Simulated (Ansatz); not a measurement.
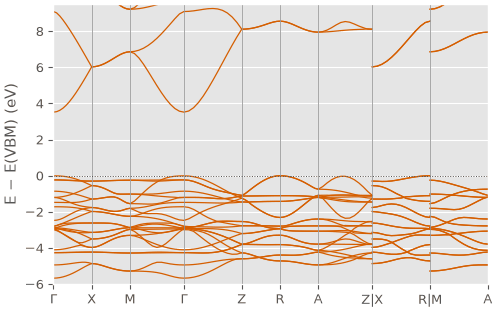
*Band structure from PBE (plane waves, PAW; program Ansatz)*

Q: Read off the gap and where the band edges lie.

A: About 3.5 eV (3.52 eV by a search for the band edges); maximum at R, minimum at Γ.

The material is ZnF2 (rutile, space group No. 136).

Space group P4_2/mnm (rutile). The cell was relaxed with PBE under the symmetry of its start.

Potentials: the later of the program's two PAW sets.
